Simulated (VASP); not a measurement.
```xyz
2
Lattice="0.0000 2.2840 2.2840 2.2840 0.0000 2.2840 2.2840 2.2840 0.0000" Properties=species:S:1:pos:R:3 pbc="T T T"
Nb     0.0000     0.0000     0.0000
C      2.2840     2.2840     2.2840
```

Computed with vdW-DF2, VASP's PBE PAW potentials (set 64) (plane waves; VASP 6.6.1). Numerical set-up: 520 eV cut-off, 15×15×15 Γ-centred mesh, tetrahedra with Blöchl corrections, potentials Nb_sv C.

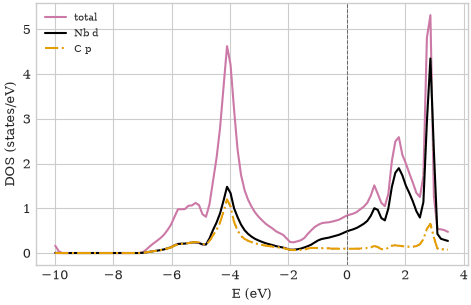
Total and projected density of states, zero at the Fermi level

Within 2 eV below the Fermi level the largest weight inside VASP's projection spheres is Nb d, then C p.

It has no gap at this level: it comes out as a metal or semimetal.

The compound is NbC in the rock salt structure. It was relaxed first, which changed the volume by +7 %. The electron count is odd and the run is not spin-polarised, which forces a metal.
